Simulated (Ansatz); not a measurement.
# Al2CdSe2S2: complex band structure

A new crystal, Al2CdSe2S2: structure, gap and complex bands. It is built by putting Se for part of the S in the Al2CdS4 structure of space group I-4, with the volume rescaled by atomic radii. The parent structure comes from the Materials Project.

Method: r2SCAN DFT, plane waves, PAW files, in the first sound run; inputs show where later runs differ, in Ansatz 0.2.0.

The structure was built from a prototype and need not be the compound's stable phase.

## Step 1: Set-up

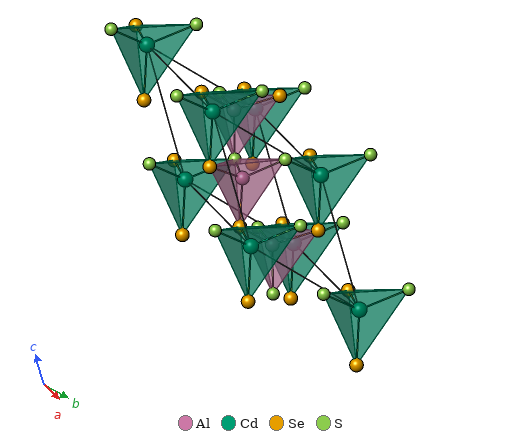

The cell as given, slightly off an axis (aluminium pink, cadmium teal, selenium orange, sulfur green). Some periodic images of atoms are drawn too.

## Step 2: Cell and atoms at rest

The substituted atoms don't fit the parent's cell, so cell and atoms relax together. A small smearing keeps the run stable in case the gap closes on the way.

input.yaml

```yaml
crystal:
  lattice:
    - [-2.8552406833, 2.8552406833, 5.1959563551]
    - [2.8552406833, -2.8552406833, 5.1959563551]
    - [2.8552406833, 2.8552406833, -5.1959563551]
  atoms:
    - { symbol: Al, position: [0.75, 0.25, 0.5] }
    - { symbol: Al, position: [0.5, 0.5, 0.0] }
    - { symbol: Cd, position: [0.0, 0.0, 0.0] }
    - { symbol: Se, position: [0.60109155, 0.14558767, 0.01518683] }
    - { symbol: S, position: [0.13040084, 0.58590472, 0.98481317] }
    - { symbol: Se, position: [0.85441233, 0.86959916, 0.45550388] }
    - { symbol: S, position: [0.41409528, 0.39890845, 0.54449612] }
kpoints:
  mp_grid: { grid: [4, 4, 6] }
scf:
  occupations: { method: gaussian, width: 0.03 }
hamiltonian:
  xc: r2scan
output:
  forces: true
  stress: true
relax:
  f_tol: 0.02
  max_steps: 60
  cell: {}
```

Command:

```sh
$ ansatz run input.yaml --threads 2 --pin off --max-ram 4096MiB --backend cpu --events-out ev --progress --plain --runs-dir out
```

Numbers of over 12 decimals in the logs are rounded to 6 here.

Log:

```text
Engine: ansatz 0.2.0, x86_64-unknown-linux-gnu
Pseudopotentials: kind: paw
Pseudopotential: Al, paw, valence charge 3, recommended cutoff 500 eV (meta_gga), Al.paw.azcp
Pseudopotential: Cd, paw, valence charge 20, recommended cutoff 500 eV (meta_gga), Cd.paw.azcp
Pseudopotential: Se, paw, valence charge 16, recommended cutoff 500 eV (meta_gga), Se.paw.azcp
Pseudopotential: S, paw, valence charge 6, recommended cutoff 500 eV (meta_gga), S.paw.azcp
Functional definition: r2SCAN
  parameter k0 = 0.174
  parameter k1 = 0.065
  parameter a1 = 4.9479
  exchange = r2scan_x(k0 = k0, k1 = k1, a1 = a1)
  correlation = r2scan_c
Crystal: 7 atoms, lattice volume = 169.438 Å³
Basis set: ecut = 500 eV, 4227 PW (Γ), exchange–correlation on 192×192×192 points (64 copies of the dense FFT grid, shifted against one another)
Bands: 42, of which v1, the nominal top of the filled ones, is band 35 counted from 1 (34 counted from 0)
Symmetry: 1 space group operations
Space group: P1 (ITA 1), of the structure as read, at distance tolerance 5.5e-5 Å
k-points: 52 of 96 (time reversal used)
Non-local potential: Al, projectors of the file, l = 0: 2, l = 1: 2, l = 2: 1
Non-local potential: Cd, projectors of the file, l = 0: 3, l = 1: 2, l = 2: 2, l = 3: 1
Non-local potential: Se, projectors of the file, l = 0: 2, l = 1: 2, l = 2: 3, l = 3: 1
Non-local potential: S, projectors of the file, l = 0: 2, l = 1: 2, l = 2: 2
PAW form: soft (Blöchl's): semilocal exchange-correlation on the pseudo side does not see the compensation charge
PAW frozen core: Al, regenerated for the run's functional (the file was generated under x = pbe(κ = 0.804, μ = 0.219515), c = pbe(β = 0.066725))
PAW frozen core: Cd, regenerated for the run's functional (the file was generated under x = pbe(κ = 0.804, μ = 0.219515), c = pbe(β = 0.066725))
PAW frozen core: Se, regenerated for the run's functional (the file was generated under x = pbe(κ = 0.804, μ = 0.219515), c = pbe(β = 0.066725))
PAW frozen core: S, regenerated for the run's functional (the file was generated under x = pbe(κ = 0.804, μ = 0.219515), c = pbe(β = 0.066725))
PAW one-centre angular grid: Al, 302 points (default); XC on 160 Gauss nodes
PAW one-centre angular grid: Cd, 590 points (default); XC on 160 Gauss nodes
PAW one-centre angular grid: Se, 590 points (default); XC on 160 Gauss nodes
PAW one-centre angular grid: S, 302 points (default); XC on 160 Gauss nodes
Initial density: superposition of atomic densities (neutral atoms: chi_scale 0, normalization atom), corrected by the library's trained network
Initial wavefunctions: pseudopotential atomic-orbital guess
Functional: x = r2scan, c = r2scan; τ floored in thin density (d = 2e-4 eV/Å³)
SCF iter   1: F=—  HF=-22124.041580 eV  |F-HF|=—  |Δ(HF+E_count)|=         —  Δρ=4.76e-3  dr2=4.78e-2  dr2_τ=5.39e-2  ethr=1.77e-3  ⟨swp⟩=7.5  Hψ=9225  notcnv=0
preconditioner: auto → Resta (q_TF=auto, 2.355 Å⁻¹)  ε∞=3.8  [insulator: Δε(μ)=2.995 eV  Ē_g=10.983 eV  σ=0.030 eV  W_gap=1.00  n_scr=34 (ndim 8)  ℏωp=18.5 eV  f_vac=0.048  D(μ)=0.00/eV (n_scr^D=0)  ε∞_Penn≈3.8]
SCF iter   2: F=—  HF=-22124.126578 eV  |F-HF|=—  |Δ(HF+E_count)|=   8.50e-2  Δρ=2.90e-3  dr2=1.62e-2  dr2_τ=6.26e-4  ethr=6.83e-5  ⟨swp⟩=3.0  Hψ=4230  notcnv=0  defer=87
SCF iter   3: F=—  HF=-22124.125086 eV  |F-HF|=—  |Δ(HF+E_count)|=   1.49e-3  Δρ=7.40e-4  dr2=1.00e-3  dr2_τ=5.68e-5  ethr=2.32e-5  ⟨swp⟩=2.0  Hψ=3012  notcnv=0  defer=35
automatic band count: iteration 3 solves 41 bands in place of 42: the levels show a gap, and the empty bands left out lie too high to hold charge; the band table lists the bands solved (type scf.n_extra_bands for more)
SCF iter   4: F=—  HF=-22124.124849 eV  |F-HF|=—  |Δ(HF+E_count)|=   2.37e-4  Δρ=2.46e-4  dr2=9.99e-5  dr2_τ=3.59e-6  ethr=1.43e-6  ⟨swp⟩=2.0  Hψ=3709  notcnv=0  defer=35
SCF iter   5: F=—  HF=-22124.124831 eV  |F-HF|=—  |Δ(HF+E_count)|=   1.80e-5  Δρ=8.53e-5  dr2=1.90e-5  dr2_τ=9.42e-7  ethr=1.43e-7  ⟨swp⟩=2.0  Hψ=3208  notcnv=0  defer=35
SCF iter   6: F=—  HF=-22124.124833 eV  |F-HF|=—  |Δ(HF+E_count)|=   1.37e-6  Δρ=2.68e-5  dr2=1.75e-6  dr2_τ=3.78e-8  ethr=2.72e-8  ⟨swp⟩=2.0  Hψ=2981  notcnv=0  defer=35
SCF iter   7: F=—  HF=-22124.124833 eV  |F-HF|=—  |Δ(HF+E_count)|=   5.40e-7  Δρ=1.02e-5  dr2=1.92e-7  dr2_τ=7.14e-9  ethr=2.50e-9  ⟨swp⟩=2.0  Hψ=3865  notcnv=0  defer=35
SCF iter   8: F=-22124.124833 eV  HF=-22124.124833 eV  |F-HF|=4.72e-9  |Δ(HF+E_count)|=   4.41e-8  Δρ=2.54e-6  dr2=1.40e-8  dr2_τ=8.90e-10  ethr=1.43e-10  ⟨swp⟩=4.0  Hψ=7736  notcnv=0
SCF 1 converged in 8 iterations: F = -22124.124833 eV  dr2 = 1.40e-8
  greatest PAW one-centre occupation: 1.002 electrons in one spin orbital (limit 2), on the Cd atom at site 2 (counted from 0), in its partial waves of l = 1
relax step   1: F+E_penalty+E_count = -22124.12483321 eV  Δ(F+E_penalty+E_count) = +0.000e0 eV  max|allowed force component| = 1.499e0 eV/Å  Δτ_max = 0.0000 Å  P = +1.489 GPa  Ω = 169.438 Å³  (8 SCF iters, dr2 threshold 1.00e-7 eV, accepted)
Crystal: 7 atoms, lattice volume = 170.623 Å³
Basis set: ecut = 500 eV, 4297 PW (Γ), exchange–correlation on 192×192×192 points (64 copies of the dense FFT grid, shifted against one another)
Initial density: handed on by an earlier stage of this run
Initial wavefunctions: those handed on with the density
iter 1 solved again at ethr=8.97e-5 eV; its pass at ethr=3.10e-3 eV (dr2=6.28e-2 eV) is discarded
SCF iter   1: F=—  HF=-22123.976507 eV  |F-HF|=—  |Δ(HF+E_count)|=         —  Δρ=6.62e-3  dr2=6.44e-2  dr2_τ=9.06e-1  ethr=8.97e-5  ⟨swp⟩=1.6  Hψ=10386  notcnv=0
automatic band count: iteration 1 solves 40 bands in place of 42: the levels show a gap, and the empty bands left out lie too high to hold charge; the band table lists the bands solved (type scf.n_extra_bands for more)
preconditioner: auto → Resta (q_TF=auto, 2.352 Å⁻¹)  ε∞=4.1  [insulator: Δε(μ)=2.869 eV  Ē_g=10.424 eV  σ=0.030 eV  W_gap=1.00  n_scr=34 (ndim 8)  ℏωp=18.4 eV  f_vac=0.045  D(μ)=0.00/eV (n_scr^D=0)  ε∞_Penn≈4.1]
SCF iter   2: F=—  HF=-22124.313130 eV  |F-HF|=—  |Δ(HF+E_count)|=   3.37e-1  Δρ=2.96e-3  dr2=8.32e-3  dr2_τ=1.04e-3  ethr=8.97e-5  ⟨swp⟩=3.6  Hψ=4477  notcnv=0
SCF iter   3: F=—  HF=-22124.314245 eV  |F-HF|=—  |Δ(HF+E_count)|=   1.11e-3  Δρ=1.02e-3  dr2=1.16e-3  dr2_τ=1.09e-4  ethr=1.19e-5  ⟨swp⟩=2.0  Hψ=4160  notcnv=0
SCF iter   4: F=—  HF=-22124.314912 eV  |F-HF|=—  |Δ(HF+E_count)|=   6.68e-4  Δρ=3.21e-4  dr2=1.86e-4  dr2_τ=7.70e-6  ethr=1.66e-6  ⟨swp⟩=2.0  Hψ=2964  notcnv=0
[...]
Crystal: 7 atoms, lattice volume = 170.744 Å³
Basis set: ecut = 500 eV, 4295 PW (Γ), exchange–correlation on 192×192×192 points (64 copies of the dense FFT grid, shifted against one another)
iter 1 solved again at ethr=5.86e-6 eV; its pass at ethr=3.10e-3 eV (dr2=4.10e-3 eV) is discarded
SCF iter   1: F=—  HF=-22124.316678 eV  |F-HF|=—  |Δ(HF+E_count)|=         —  Δρ=1.54e-3  dr2=4.19e-3  dr2_τ=3.24e-2  ethr=5.86e-6  ⟨swp⟩=2.0  Hψ=10196  notcnv=0
automatic band count: iteration 1 solves 40 bands in place of 42: the levels show a gap, and the empty bands left out lie too high to hold charge; the band table lists the bands solved (type scf.n_extra_bands for more)
preconditioner: auto → Resta (q_TF=auto, 2.352 Å⁻¹)  ε∞=4.1  [insulator: Δε(μ)=2.867 eV  Ē_g=10.418 eV  σ=0.030 eV  W_gap=1.00  n_scr=34 (ndim 8)  ℏωp=18.4 eV  f_vac=0.043  D(μ)=0.00/eV (n_scr^D=0)  ε∞_Penn≈4.1]
SCF iter   2: F=—  HF=-22124.330392 eV  |F-HF|=—  |Δ(HF+E_count)|=   1.37e-2  Δρ=7.44e-4  dr2=7.73e-4  dr2_τ=4.67e-5  ethr=5.86e-6  ⟨swp⟩=2.0  Hψ=4161  notcnv=0
SCF iter   3: F=—  HF=-22124.330454 eV  |F-HF|=—  |Δ(HF+E_count)|=   6.20e-5  Δρ=2.54e-4  dr2=1.01e-4  dr2_τ=4.90e-6  ethr=1.10e-6  ⟨swp⟩=2.0  Hψ=3900  notcnv=0
SCF iter   4: F=—  HF=-22124.330469 eV  |F-HF|=—  |Δ(HF+E_count)|=   1.42e-5  Δρ=5.39e-5  dr2=6.64e-6  dr2_τ=3.64e-7  ethr=1.45e-7  ⟨swp⟩=2.0  Hψ=3125  notcnv=0
SCF iter   5: F=—  HF=-22124.330471 eV  |F-HF|=—  |Δ(HF+E_count)|=   2.87e-6  Δρ=2.04e-5  dr2=7.47e-7  dr2_τ=3.76e-8  ethr=9.48e-9  ⟨swp⟩=2.0  Hψ=3692  notcnv=0
SCF iter   6: F=-22124.330472 eV  HF=-22124.330472 eV  |F-HF|=5.99e-8  |Δ(HF+E_count)|=   6.95e-8  Δρ=8.31e-6  dr2=1.21e-7  dr2_τ=4.36e-9  ethr=1.00e-9  ⟨swp⟩=4.0  Hψ=7540  notcnv=0
SCF 3 converged in 6 iterations: F = -22124.330472 eV  dr2 = 1.21e-7
relax step   3: F+E_penalty+E_count = -22124.33047163 eV  Δ(F+E_penalty+E_count) = -1.554e-2 eV  max|allowed force component| = 7.282e-2 eV/Å  Δτ_max = 0.0280 Å  P = +0.031 GPa  Ω = 170.744 Å³  energy of the carried Pulay correction = -1.664e-4 eV  (6 SCF iters, dr2 threshold 7.00e-7 eV, accepted)
[...]
relax step   4: F+E_penalty+E_count = -22124.33228063 eV  Δ(F+E_penalty+E_count) = -1.809e-3 eV  max|allowed force component| = 2.546e-2 eV/Å  Δτ_max = 0.0157 Å  P = +0.003 GPa  Ω = 170.859 Å³  energy of the carried Pulay correction = -1.809e-4 eV  (6 SCF iters, dr2 threshold 3.31e-7 eV, accepted)
[...]
relax step   5: F+E_penalty+E_count = -22124.33257380 eV  Δ(F+E_penalty+E_count) = -2.932e-4 eV  max|allowed force component| = 9.622e-3 eV/Å  Δτ_max = 0.0148 Å  P = +0.011 GPa  Ω = 170.897 Å³  energy of the carried Pulay correction = -1.857e-4 eV  (7 SCF iters, dr2 threshold 4.05e-8 eV, accepted)
Basis set: ecut = 500 eV, 4301 PW (Γ), exchange–correlation on 192×200×200 points (64 copies of the dense FFT grid, shifted against one another)
Initial wavefunctions: pseudopotential atomic-orbital guess (no wavefunctions were taken with the density)
iter 1 solved again at ethr=1.39e-7 eV; its pass at ethr=3.10e-3 eV (dr2=9.72e-5 eV) is discarded
SCF iter   1: F=—  HF=-22124.332766 eV  |F-HF|=—  |Δ(HF+E_count)|=         —  Δρ=5.21e-5  dr2=1.25e-7  dr2_τ=7.61e-7  ethr=1.39e-7  ⟨swp⟩=3.5  Hψ=14909  notcnv=0
preconditioner: auto → Resta (q_TF=auto, 2.351 Å⁻¹)  ε∞=3.9  [insulator: Δε(μ)=2.881 eV  Ē_g=10.861 eV  σ=0.030 eV  W_gap=1.00  n_scr=34 (ndim 8)  ℏωp=18.4 eV  f_vac=0.044  D(μ)=0.00/eV (n_scr^D=0)  ε∞_Penn≈3.9]
SCF iter   2: F=—  HF=-22124.332780 eV  |F-HF|=—  |Δ(HF+E_count)|=   1.42e-5  Δρ=2.63e-5  dr2=3.17e-8  dr2_τ=3.74e-7  ethr=1.79e-10  ⟨swp⟩=2.2  Hψ=4015  notcnv=0
SCF iter   3: F=—  HF=-22124.332788 eV  |F-HF|=—  |Δ(HF+E_count)|=   8.12e-6  Δρ=1.37e-6  dr2=7.26e-10  dr2_τ=8.43e-10  ethr=4.53e-11  ⟨swp⟩=2.0  Hψ=4004  notcnv=0
SCF iter   4: F=—  HF=-22124.332788 eV  |F-HF|=—  |Δ(HF+E_count)|=   1.46e-8  Δρ=2.99e-7  dr2=1.01e-10  dr2_τ=1.71e-11  ethr=1.00e-12  ⟨swp⟩=5.0  Hψ=8296  notcnv=0
SCF iter   5: F=-22124.332788 eV  HF=-22124.332788 eV  |F-HF|=7.28e-12  |Δ(HF+E_count)|=  1.53e-10  Δρ=6.48e-8  dr2=1.09e-11  dr2_τ=1.34e-12  ethr=1.00e-12  ⟨swp⟩=4.0  Hψ=7124  notcnv=0
SCF 6 converged in 5 iterations: F = -22124.332788 eV  dr2 = 1.09e-11
relax step   6: F+E_penalty+E_count = -22124.33278834 eV  Δ(F+E_penalty+E_count) = -2.145e-4 eV  max|allowed force component| = 9.596e-3 eV/Å  Δτ_max = 0.0000 Å  P = +0.011 GPa  Ω = 170.897 Å³  stress off target by 2.69e-2 GPa  SCF on the basis re-selected at this cell (its energy is not comparable with the rows above)  (5 SCF iters)
basis re-selected at this cell: Δ(F+E_penalty+E_count) = -2.145e-4 eV, ΔP = +0.000 GPa vs the last step (what re-selecting the basis moved, of the pressure what is left beyond the Pulay correction that the steps carried, after the strain that the cell walked since its last selection, with what the two solves' SCF thresholds leave and, on support functions, any second-order correction that the steps lacked; it is no measure of the basis error at this ecutwfc). The dense FFT grid was sized anew with the basis: this SCF ran on 48×50×50 points, the steps before it on 48×48×48, so part of this shift can come from that change (see relax.cell in the input reference). [rest of the remark cut]
SCF converged after 5 iterations
Free energy (F): -22124.332788 eV
Harris-Foulkes:  -22124.332788 eV  (|F-HF|=7.28e-12)
Internal energy: -22124.332788 eV  (E = F + TS)
E sigma→0 (E₀):  -22124.332788 eV
Fermi energy:    6.236339 eV
--- Per-component energies (eV) ---
  E_band       = -1419.991276
  E_kinetic    = 1005.345456
  E_local      = -10552.355665  (includes V_loc(G=0)·N_el)
  E_nonlocal   = -1081.642013
  E_hartree    = 5021.767617
  E_xc         = -623.382740
  E_vxc        = -710.633768  (∫ρ·V_xc dr)
  E_paw        = -10120.932371  (= ΣΔE_a)
  E_vpaw       = -163.481688  (= ΣTr[D̂ρ^β])
  E_aug_tail   = -0.000412  (compensation charges beyond the density's cutoff)
  E_vtau       = 39.241459  (kinetic-family band-sum trace: ∫τ·v_τ [+ j·A + Jᵃ·Aᵃ] dr)
  E_ewald      = -5768.698599
  E_core_change = -4.434061  (= ΣΔE_core)
  E_smearing   = -0.000000  (= −TS)
  E_closure    = -0.000000  (closes the sum)
  Σ components = -22124.332788   (vs F -22124.332788, Δ=0.00e0)
--- Forces (eV/Å), atoms counted from 1 ---
  atom   1  Al     0.00083136     0.00217513     0.00435283
  atom   2  Al    -0.00189364    -0.00959616    -0.00558594
  atom   3  Cd    -0.00291966     0.00071572    -0.00170401
  atom   4  Se     0.00271690     0.00507165     0.00227200
  atom   5  S     -0.00304539    -0.00411464    -0.00305929
  atom   6  Se     0.00463168     0.00755945    -0.00267520
  atom   7  S     -0.00032271    -0.00181147     0.00640005
  max |Σ_I F_I| component: 1.46e-6 eV/Å
--- Stress (GPa, compression-positive) ---
       -0.005169      -0.000621      -0.008103
       -0.000627       0.018670       0.005481
       -0.008112       0.005486       0.020924
  P = ⅓ Tr σ = 0.0115 GPa (0.115 kbar)
--- Relaxed structure (5 steps of the walk, 5 accepted, 1 SCFs on fresh bases) ---
  F+E_penalty+E_count = -22124.33278834 eV   max|allowed force component| = 9.596e-3 eV/Å   (the final SCF, on the basis selected at the relaxed cell)
  cell:  # Å, volume = 170.8967 Å³
    - [-2.823783, 2.812560, 5.199959]
    - [2.866557, -2.909967, 5.276991]
    - [2.829359, 2.915543, -5.253486]
  atoms:
    - { symbol: Al, position: [0.752131, 0.261398, 0.513454] }
    - { symbol: Al, position: [0.490450, 0.499632, -0.00867714] }
    - { symbol: Cd, position: [0.00792006, 0.00253974, 0.00816772] }
    - { symbol: Se, position: [0.587220, 0.131484, -0.00157908] }
    - { symbol: S, position: [0.127338, 0.591967, 0.979783] }
    - { symbol: Se, position: [0.871335, 0.869085, 0.461828] }
    - { symbol: S, position: [0.413605, 0.393895, 0.547024] }
```

The job ended after 1.8 min (2 threads of Intel Xeon Platinum 8488C (Sapphire Rapids), shared host; peak memory 1.1 GiB; 3.7 min of CPU time).

The steps of the relaxation:

```tsv
step	energy less that of the first step (eV)	largest force component (eV/Å)	pressure (GPa)	volume (Å³)
1	0.0000	1.4993	1.49	169.44
2	-0.1901	0.4290	0.14	170.62
3	-0.2056	0.0728	0.03	170.74
4	-0.2074	0.0255	0.00	170.86
5	-0.2077	0.0096	0.01	170.90
6*	-0.2080	0.0096	0.01	170.90
```

Relaxation steps marked * repeat the geometry before them on a plane-wave basis chosen anew for their cell, so energy and pressure can jump there.

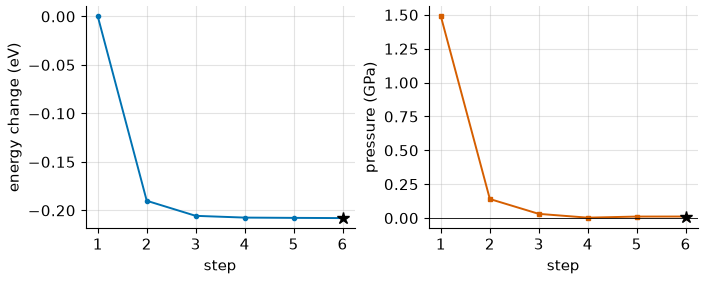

Energy and pressure along the relaxation. Stars mark steps on a basis chosen anew.

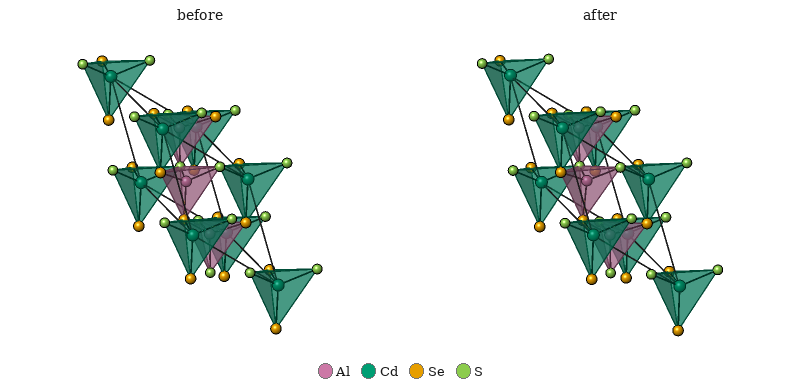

Before and after, at one scale.

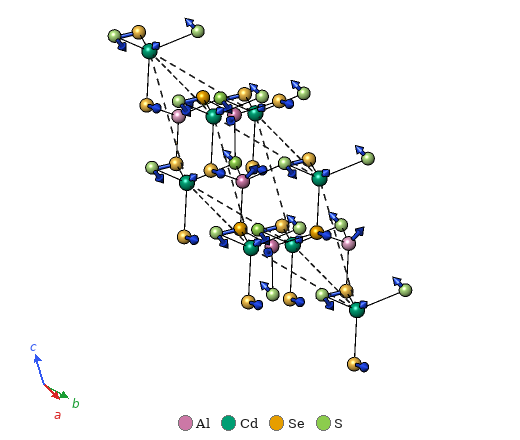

Displacements in the relaxation, exaggerated, measured against the changing cell; the longest in the cell stands for 0.09 Å. Some periodic images of atoms are drawn too.

```tsv
cell as run	before	after	change
a (Å)	6.580	6.552	-0.4 %
b (Å)	6.580	6.673	+1.4 %
c (Å)	6.580	6.641	+0.9 %
α (°)	128.57	129.34	+0.6 %
β (°)	128.57	128.54	-0.0 %
γ (°)	75.70	75.21	-0.7 %
volume (Å³/atom)	24.21	24.41	+0.9 %
```

The atoms that moved most (Å, as changes of fractional coordinates times the final cell):

```tsv
atom	dx	dy	dz	length
Se6	-0.031	0.068	0.052	0.091
Se4	-0.049	-0.047	-0.058	0.089
Al1	0.065	0.012	0.001	0.066
S5	0.012	-0.041	0.042	0.060
Al2	0.001	-0.051	-0.006	0.051
S7	-0.006	0.021	-0.042	0.047
Cd3	0.008	0.039	0.012	0.041
```

Numbers from this step:

```
free energy  : -22124.3328 eV
Fermi energy : 6.236 eV
pressure     : 0.01148 GPa
```

The largest force component on a free atom ends at 0.0096 eV/Å.

[end of part 1 of 3]

[Logs are printed without paths, hosts, clocks, repeated set-up lines and the standing remarks that a program may print on its own settings, such as how far it seeks lower states.]

[Hosts, paths, dates, database ids (printed as entryN), source tags and the programs' standing remarks are cut or masked in the printed files.]

[New means built here by substitution; the compound itself may be known and measured.]
